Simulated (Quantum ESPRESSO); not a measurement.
## Canted and collinear textures of CrO2

Wanted: energies and final angles of several spin textures of CrO2

Program: Quantum ESPRESSO 7.5. Level of theory: LDA; plane waves with GBRV 1.5 LDA potentials, no spin-orbit coupling. Results are calculated unless marked as measured.

**1. The starting structure**

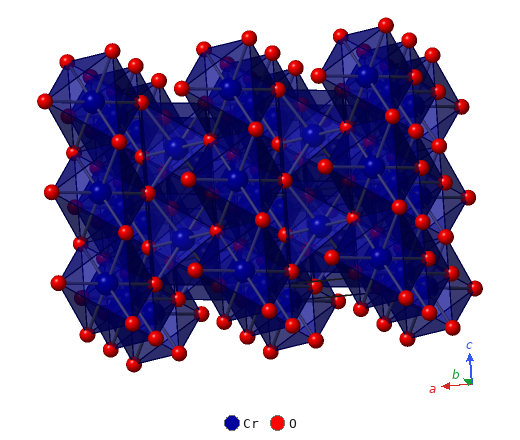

Start, viewed from a free direction; chromium blue, oxygen red. 2×2×2 cells are drawn. Some periodic images of atoms are drawn too.

The cell comes from the Crystallography Open Database.

**2. Start 1: collinear parallel**

Input file pw.in:

```
&CONTROL
  calculation = 'scf'
  prefix = 'pwscf'
  outdir = './tmp'
  pseudo_dir = './pseudo'
  disk_io = 'nowf'
/
&SYSTEM
  ibrav = 0
  nat = 6
  ntyp = 2
  ecutwfc = 34
  ecutrho = 238
  nbnd = 72
  occupations = 'smearing'
  smearing = 'fd'
  degauss = 0.00734986
  noncolin = .true.
  starting_magnetization(1) = 0.2143
  angle1(1) = 0
  angle2(1) = 0
  starting_magnetization(2) = 0
/
&ELECTRONS
  conv_thr = 6d-08
  electron_maxstep = 150
  mixing_beta = 0.3
/
ATOMIC_SPECIES
Cr     51.9961 cr_lda_v1.5.uspp.F.UPF
O      15.9990 o_lda_v1.2.uspp.F.UPF
CELL_PARAMETERS angstrom
   4.4210000000    0.0000000000    0.0000000000
   0.0000000000    4.4210000000    0.0000000000
   0.0000000000    0.0000000000    2.9170000000
ATOMIC_POSITIONS crystal
Cr      0.0000000000    0.0000000000    0.0000000000
Cr      0.5000000000    0.5000000000    0.5000000000
O       0.3010000000    0.3010000000    0.0000000000
O       0.1990000000    0.8010000000    0.5000000000
O       0.6990000000    0.6990000000    0.0000000000
O       0.8010000000    0.1990000000    0.5000000000
K_POINTS automatic
3 3 5 0 0 0
```

Started as:

```sh
OMP_NUM_THREADS=1 mpirun -n 4 pw.x -nk 4 -in pw.in > pw.out
```

The program printed:

```text
Program PWSCF v.7.5 starts

     Message from routine setup:
     using ibrav=0 with symmetry is DISCOURAGED, use correct ibrav instead

     K-points division:     npool     =       4
     Subspace diagonalization in iterative solution of the eigenvalue problem:

     bravais-lattice index     =            0
     lattice parameter (alat)  =       8.3545  a.u.
     unit-cell volume          =     384.7460 (a.u.)^3
     number of atoms/cell      =            6
     number of atomic types    =            2
     number of electrons       =        52.00
     number of Kohn-Sham states=           72
     kinetic-energy cutoff     =      34.0000  Ry
     charge density cutoff     =     238.0000  Ry
     scf convergence threshold =      6.0E-08
     mixing beta               =       0.3000
     number of iterations used =            8  plain     mixing
     Exchange-correlation= SLA  PZ   NOGX NOGC
                           (   1   1   0   0   0   0   0)
     Noncollinear calculation without spin-orbit

     celldm(1)=   8.354479  celldm(2)=   0.000000  celldm(3)=   0.000000
     celldm(4)=   0.000000  celldm(5)=   0.000000  celldm(6)=   0.000000

     crystal axes: (cart. coord. in units of alat)
               a(1) = (   1.000000   0.000000   0.000000 )
               a(2) = (   0.000000   1.000000   0.000000 )
               a(3) = (   0.000000   0.000000   0.659805 )

     reciprocal axes: (cart. coord. in units 2 pi/alat)
               b(1) = (  1.000000  0.000000  0.000000 )
               b(2) = (  0.000000  1.000000  0.000000 )
               b(3) = (  0.000000  0.000000  1.515598 )

     PseudoPot. # 1 for Cr read from file:
     cr_lda_v1.5.uspp.F.UPF
     Pseudo is Ultrasoft + core correction, Zval = 14.0

     PseudoPot. # 2 for O  read from file:
     o_lda_v1.2.uspp.F.UPF
     Pseudo is Ultrasoft + core correction, Zval =  6.0

     atomic species   valence    mass     pseudopotential
     Cr               14.00    51.99610     Cr( 1.00)
     O                 6.00    15.99900     O ( 1.00)

     16 Sym. Ops., with inversion, found ( 8 have fractional translation)

   Cartesian axes

     site n.     atom                  positions (alat units)
         1        Cr     tau(   1) = (   0.0000000   0.0000000   0.0000000  )
         2        Cr     tau(   2) = (   0.5000000   0.5000000   0.3299027  )
         3        O      tau(   3) = (   0.3010000   0.3010000   0.0000000  )
         4        O      tau(   4) = (   0.1990000   0.8010000   0.3299027  )
         5        O      tau(   5) = (   0.6990000   0.6990000   0.0000000  )
         6        O      tau(   6) = (   0.8010000   0.1990000   0.3299027  )

     number of k points=     9  Fermi-Dirac smearing, width (Ry)=  0.0073
                       cart. coord. in units 2pi/alat
        k(    1) = (   0.0000000   0.0000000   0.0000000), wk =   0.0222222
        k(    2) = (   0.0000000   0.0000000   0.3031196), wk =   0.0444444
        k(    3) = (   0.0000000   0.0000000   0.6062393), wk =   0.0444444
        k(    4) = (   0.0000000   0.3333333   0.0000000), wk =   0.0888889
        k(    5) = (   0.0000000   0.3333333   0.3031196), wk =   0.1777778
        [... 4 further k-points ...]

     Dense  grid:    23891 G-vectors     FFT dimensions: (  48,  48,  30)

     Smooth grid:    10305 G-vectors     FFT dimensions: (  32,  32,  24)

     Check: negative core charge=   -0.000013
     Generating pointlists ...
     new r_m :   0.1756 (alat units)  1.4670 (a.u.) for type    1
     new r_m :   0.1756 (alat units)  1.4670 (a.u.) for type    2

     Initial potential from superposition of free atoms

     starting charge      50.0000, renormalised to      52.0000

     negative rho (up, down):  2.698E-03 0.000E+00

 ==============================================================================
     atom number    1 relative position :    0.0000   0.0000   0.0000
     charge :    10.913264  (integrated on a sphere of radius 0.176)
     magnetization :          0.000000    0.000000    2.307929
     magnetization/charge:    0.000000    0.000000    0.211479
     polar coord.: r, theta, phi [deg] :     2.307929    0.000000  360.000000

 ==============================================================================

 ==============================================================================
     atom number    2 relative position :    0.5000   0.5000   0.3299
     charge :    10.913264  (integrated on a sphere of radius 0.176)
     magnetization :          0.000000    0.000000    2.307929
     magnetization/charge:    0.000000    0.000000    0.211479
     polar coord.: r, theta, phi [deg] :     2.307929    0.000000  360.000000

 ==============================================================================

 ==============================================================================
     atom number    3 relative position :    0.3010   0.3010   0.0000
     charge :     5.046651  (integrated on a sphere of radius 0.176)
     magnetization :          0.000000    0.000000    0.043491
     magnetization/charge:    0.000000    0.000000    0.008618
     polar coord.: r, theta, phi [deg] :     0.043491    0.000000  360.000000

[...]
magnetization/charge:    0.000000    0.000000    0.008618
     polar coord.: r, theta, phi [deg] :     0.043491    0.000000  360.000000

 ==============================================================================

 ==============================================================================
     atom number    6 relative position :    0.8010   0.1990   0.3299
     charge :     5.046651  (integrated on a sphere of radius 0.176)
     magnetization :          0.000000    0.000000    0.043491
     magnetization/charge:    0.000000    0.000000    0.008618
     polar coord.: r, theta, phi [deg] :     0.043491    0.000000  360.000000

 ==============================================================================
     Starting wfcs are   72 randomized atomic wfcs

     Self-consistent Calculation

     iteration #  1     ecut=    34.00 Ry     beta= 0.30
     Davidson diagonalization with overlap
     ethr =  1.00E-02,  avg # of iterations =  6.8

     negative rho (up, down):  3.328E-03 0.000E+00

     total energy              =    -479.59838520 Ry
     estimated scf accuracy    <       3.34815200 Ry

     total magnetization       =    -0.00     0.00     4.00 Bohr mag/cell
     absolute magnetization    =     4.10 Bohr mag/cell

     iteration #  2     ecut=    34.00 Ry     beta= 0.30
     Davidson diagonalization with overlap
     ethr =  6.44E-03,  avg # of iterations =  2.0

     negative rho (up, down):  2.941E-03 0.000E+00

     total energy              =    -480.09073453 Ry
     estimated scf accuracy    <       1.51564805 Ry

     total magnetization       =     0.00     0.00     3.88 Bohr mag/cell
     absolute magnetization    =     4.54 Bohr mag/cell

     [... further iterations left out ...]

     iteration # 11     ecut=    34.00 Ry     beta= 0.30
     Davidson diagonalization with overlap
     ethr =  4.20E-10,  avg # of iterations =  2.3

     negative rho (up, down):  2.796E-03 0.000E+00

     total energy              =    -480.38322325 Ry
     estimated scf accuracy    <       0.00000006 Ry

     total magnetization       =     0.00    -0.00     4.00 Bohr mag/cell
     absolute magnetization    =     4.43 Bohr mag/cell

     iteration # 12     ecut=    34.00 Ry     beta= 0.30
     Davidson diagonalization with overlap
     ethr =  1.20E-10,  avg # of iterations =  2.0

     negative rho (up, down):  2.795E-03 0.000E+00

 ==============================================================================
     atom number    1 relative position :    0.0000   0.0000   0.0000
     charge :    10.535108  (integrated on a sphere of radius 0.176)
     magnetization :          0.000000    0.000000    1.690477
     magnetization/charge:    0.000000    0.000000    0.160461
     polar coord.: r, theta, phi [deg] :     1.690477    0.000000  360.000000

 ==============================================================================

 ==============================================================================
     atom number    2 relative position :    0.5000   0.5000   0.3299
     charge :    10.535108  (integrated on a sphere of radius 0.176)
     magnetization :         -0.000000   -0.000000    1.690477
     magnetization/charge:   -0.000000   -0.000000    0.160461
     polar coord.: r, theta, phi [deg] :     1.690477    0.000000  360.000000

 ==============================================================================

 ==============================================================================
     atom number    3 relative position :    0.3010   0.3010   0.0000
     charge :     5.189015  (integrated on a sphere of radius 0.176)
     magnetization :          0.000000   -0.000000   -0.044777
     magnetization/charge:    0.000000   -0.000000   -0.008629
     polar coord.: r, theta, phi [deg] :     0.044777  180.000000  360.000000

 ==============================================================================

 ==============================================================================
     atom number    4 relative position :    0.1990   0.8010   0.3299
     charge :     5.189015  (integrated on a sphere of radius 0.176)
     magnetization :         -0.000000   -0.000000   -0.044777
     magnetization/charge:   -0.000000   -0.000000   -0.008629
     polar coord.: r, theta, phi [deg] :     0.044777  180.000000  360.000000

 ==============================================================================

 ==============================================================================
     atom number    5 relative position :    0.6990   0.6990   0.0000
     charge :     5.189015  (integrated on a sphere of radius 0.176)
     magnetization :         -0.000000    0.000000   -0.044777
     magnetization/charge:   -0.000000    0.000000   -0.008629
     polar coord.: r, theta, phi [deg] :     0.044777  180.000000  360.000000

 ==============================================================================

 ==============================================================================
     atom number    6 relative position :    0.8010   0.1990   0.3299
     charge :     5.189015  (integrated on a sphere of radius 0.176)
     magnetization :         -0.000000   -0.000000   -0.044777
     magnetization/charge:   -0.000000   -0.000000   -0.008629
     polar coord.: r, theta, phi [deg] :     0.044777  180.000000  360.000000

 ==============================================================================

     End of self-consistent calculation

     [... lines left out ...]
     the Fermi energy is    10.4965 ev

!    total energy              =    -480.38322335 Ry
     estimated scf accuracy    <       0.00000004 Ry
     smearing contrib. (-TS)   =      -0.00561657 Ry
     internal energy E=F+TS    =    -480.37760678 Ry

     The total energy is F=E-TS. E is the sum of the following terms:
     one-electron contribution =    -203.12322805 Ry
     hartree contribution      =     127.19224148 Ry
     xc contribution           =     -72.81026683 Ry
     ewald contribution        =    -331.63635338 Ry

     total magnetization       =     0.00     0.00     4.00 Bohr mag/cell
     absolute magnetization    =     4.43 Bohr mag/cell

     convergence has been achieved in  12 iterations

=------------------------------------------------------------------------------=
   JOB DONE.
=------------------------------------------------------------------------------=
```

Elapsed: 14 s, on 4 MPI ranks of Arm Neoverse V1, shared host; peak memory 0.4 GiB.

Spin moment in the atom's sphere by atom:

```csv
atom,x (μB),y (μB),z (μB),size
Cr1,0.00,0.00,1.69,1.69
Cr2,0.00,0.00,1.69,1.69
O3,0.00,0.00,-0.04,0.04
O4,0.00,0.00,-0.04,0.04
O5,0.00,0.00,-0.04,0.04
O6,0.00,0.00,-0.04,0.04
```

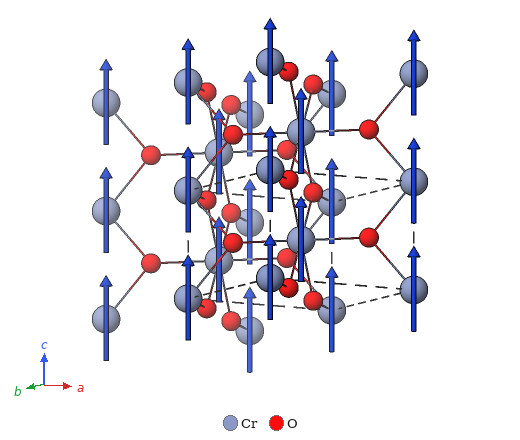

Spin moment in the atom's sphere as arrows, the longest 1.69 μB. 1×2×2 cells are drawn. Some periodic images of atoms are drawn too.

Read from the output:

| Property | Result |
| --- | --- |
| smearing term TS | 0.07642 eV |
| magnetization | 0, 0, 3.996 μB |
| absolute magnetization | 4.428 μB |
| final state | ferromagnetic |

**3. Start 2: two sublattices 90 degrees apart**

Edit pw.in of step 2 so:

```diff
@@ -10,3 +10,3 @@
   nat = 6
-  ntyp = 2
+  ntyp = 3
   ecutwfc = 34
@@ -19,5 +19,8 @@
   starting_magnetization(1) = 0.2143
-  angle1(1) = 0
+  angle1(1) = 90
   angle2(1) = 0
-  starting_magnetization(2) = 0
+  starting_magnetization(2) = 0.2143
+  angle1(2) = 90
+  angle2(2) = 90
+  starting_magnetization(3) = 0
 /
@@ -29,3 +32,4 @@
 ATOMIC_SPECIES
-Cr     51.9961 cr_lda_v1.5.uspp.F.UPF
+Cr1    51.9961 cr_lda_v1.5.uspp.F.UPF
+Cr2    51.9961 cr_lda_v1.5.uspp.F.UPF
 O      15.9990 o_lda_v1.2.uspp.F.UPF
@@ -36,4 +40,4 @@
 ATOMIC_POSITIONS crystal
-Cr      0.0000000000    0.0000000000    0.0000000000
-Cr      0.5000000000    0.5000000000    0.5000000000
+Cr1     0.0000000000    0.0000000000    0.0000000000
+Cr2     0.5000000000    0.5000000000    0.5000000000
 O       0.3010000000    0.3010000000    0.0000000000
```

The program printed:

```text
     [... lines left out ...]
Program PWSCF v.7.5 starts
     [... lines left out ...]
     number of atoms/cell      =            6
     [... lines left out ...]
     number of electrons       =        52.00
     number of Kohn-Sham states=           72
     kinetic-energy cutoff     =      34.0000  Ry
     charge density cutoff     =     238.0000  Ry
     scf convergence threshold =      6.0E-08
     [... lines left out ...]
     Noncollinear calculation without spin-orbit
     [... lines left out ...]
      4 Sym. Ops., with inversion, found
     [... lines left out ...]
     number of k points=    15  Fermi-Dirac smearing, width (Ry)=  0.0073
     [... lines left out ...]
     iteration # 24     ecut=    34.00 Ry     beta= 0.30
     [... lines left out ...]
     atom number    1 relative position :    0.0000   0.0000   0.0000
     [... lines left out ...]
     magnetization :          1.195958    1.195048    0.000000
     [... lines left out ...]
     atom number    2 relative position :    0.5000   0.5000   0.3299
     [... lines left out ...]
     magnetization :          1.195052    1.195639   -0.000000
     [... lines left out ...]
     atom number    3 relative position :    0.3010   0.3010   0.0000
     [... lines left out ...]
     magnetization :         -0.031650   -0.031654   -0.000000
     [... lines left out ...]
     atom number    4 relative position :    0.1990   0.8010   0.3299
     [... lines left out ...]
     magnetization :         -0.031659   -0.031646    0.000000
     [... lines left out ...]
     atom number    5 relative position :    0.6990   0.6990   0.0000
     [... lines left out ...]
     magnetization :         -0.031650   -0.031654    0.000000
     [... lines left out ...]
     atom number    6 relative position :    0.8010   0.1990   0.3299
     [... lines left out ...]
     magnetization :         -0.031659   -0.031646   -0.000000
     [... lines left out ...]
     the Fermi energy is    10.4963 ev
!    total energy              =    -480.38322639 Ry
     estimated scf accuracy    <          1.7E-09 Ry
     smearing contrib. (-TS)   =      -0.00561709 Ry
     [... lines left out ...]
     total magnetization       =     2.83     2.83     0.00 Bohr mag/cell
     absolute magnetization    =     4.43 Bohr mag/cell
     convergence has been achieved in  24 iterations
```

The job ended after 37 s (4 MPI ranks; peak memory 0.41 GiB; 2.5 min of CPU time).

Spin moment in the atom's sphere by atom:

```csv
atom,x (μB),y (μB),z (μB),size
Cr1,1.20,1.20,0.00,1.69
Cr2,1.20,1.20,0.00,1.69
O3,-0.03,-0.03,0.00,0.04
O4,-0.03,-0.03,0.00,0.04
O5,-0.03,-0.03,0.00,0.04
O6,-0.03,-0.03,0.00,0.04
```

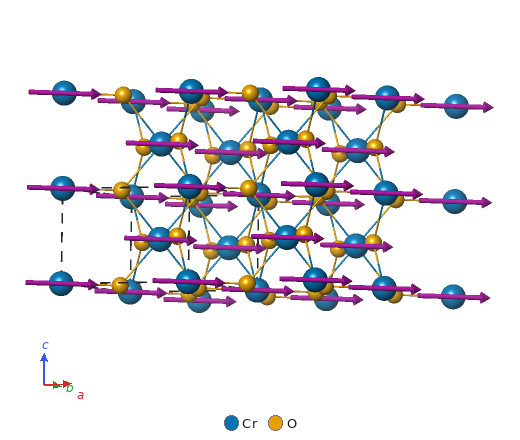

Spin moment in the atom's sphere as arrows, the longest 1.69 μB. 2×2×2 cells are drawn. Some periodic images of atoms are drawn too.

This step gave:

```
smearing term TS       : 0.07642 eV
magnetization          : 2.826, 2.826, 0 μB
absolute magnetization : 4.427 μB
final state            : ferromagnetic
```

**4. Start 3: random 1**

Edit pw.in of step 3 so:

```diff
@@ -18,9 +18,10 @@
   noncolin = .true.
-  starting_magnetization(1) = 0.2143
-  angle1(1) = 90
-  angle2(1) = 0
+  starting_magnetization(1) = 0.2144
+  angle1(1) = 101.123
+  angle2(1) = -43.927
   starting_magnetization(2) = 0.2143
-  angle1(2) = 90
-  angle2(2) = 90
+  angle1(2) = 28.022
+  angle2(2) = 164.574
   starting_magnetization(3) = 0
+  nosym = .true.
 /
```

The program printed:

```text
     [... lines left out ...]
Program PWSCF v.7.5 starts
     [... lines left out ...]
     number of atoms/cell      =            6
     [... lines left out ...]
     number of electrons       =        52.00
     number of Kohn-Sham states=           72
     kinetic-energy cutoff     =      34.0000  Ry
     charge density cutoff     =     238.0000  Ry
     scf convergence threshold =      6.0E-08
     [... lines left out ...]
     Noncollinear calculation without spin-orbit
     [... lines left out ...]
     No symmetry found
     [... lines left out ...]
     number of k points=    45  Fermi-Dirac smearing, width (Ry)=  0.0073
     [... lines left out ...]
     iteration # 29     ecut=    34.00 Ry     beta= 0.30
     [... lines left out ...]
     atom number    1 relative position :    0.0000   0.0000   0.0000
     [... lines left out ...]
     magnetization :          0.929820   -0.649707   -0.853602
     [... lines left out ...]
     atom number    2 relative position :    0.5000   0.5000   0.3299
     [... lines left out ...]
     magnetization :         -0.928079    0.645979    0.858055
     [... lines left out ...]
     atom number    3 relative position :    0.3010   0.3010   0.0000
     [... lines left out ...]
     magnetization :          0.009434   -0.006589   -0.008669
     [... lines left out ...]
     atom number    4 relative position :    0.1990   0.8010   0.3299
     [... lines left out ...]
     magnetization :         -0.009368    0.006526    0.008650
     [... lines left out ...]
     atom number    5 relative position :    0.6990   0.6990   0.0000
     [... lines left out ...]
     magnetization :          0.009435   -0.006589   -0.008669
     [... lines left out ...]
     atom number    6 relative position :    0.8010   0.1990   0.3299
     [... lines left out ...]
     magnetization :         -0.009370    0.006527    0.008650
     [... lines left out ...]
     the Fermi energy is    10.4519 ev
!    total energy              =    -480.36508705 Ry
     estimated scf accuracy    <       0.00000006 Ry
     smearing contrib. (-TS)   =      -0.01028495 Ry
     [... lines left out ...]
     total magnetization       =     0.00    -0.00     0.01 Bohr mag/cell
     absolute magnetization    =     3.63 Bohr mag/cell
     convergence has been achieved in  29 iterations
```

Elapsed: 1.9 min, on 4 MPI ranks; peak memory 0.51 GiB; 7.7 min of CPU time.

Spin moment in the atom's sphere by atom:

```
atom  x (μB)  y (μB)  z (μB)  size
 Cr1    0.93   -0.65   -0.85  1.42
 Cr2   -0.93    0.65    0.86  1.42
  O3    0.01   -0.01   -0.01  0.01
  O4   -0.01    0.01    0.01  0.01
  O5    0.01   -0.01   -0.01  0.01
  O6   -0.01    0.01    0.01  0.01
```

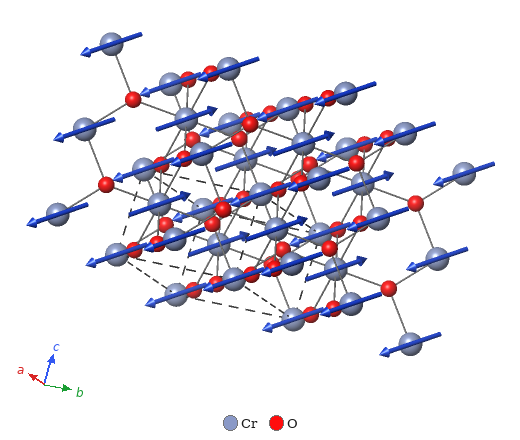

Spin moment in the atom's sphere as arrows, the longest 1.42 μB. 2×2×2 cells are drawn. Some periodic images of atoms are drawn too.

Read from the output:

```yaml
smearing_term_ts: 0.1399 eV
magnetization: 0.002, -0.005, 0.006 μB
absolute_magnetization: 3.629 μB
final_state: antiferromagnetic
```

(Continued in part 2 of 2.)

[Logs and program files are shortened in this print: banners, set-up blocks, solver, clock and traceback lines can be left out without a mark of their own.]

[Logs are printed without paths, hosts, clocks, repeated set-up lines and the standing remarks that a program may print on its own settings, such as how far it seeks lower states.]

[Hosts, paths, dates, database ids (printed as entryN), source tags and the programs' standing remarks are cut or masked in the printed files.]

[Where a cell is said to come from a database of computed structures, the database is the Materials Project.]
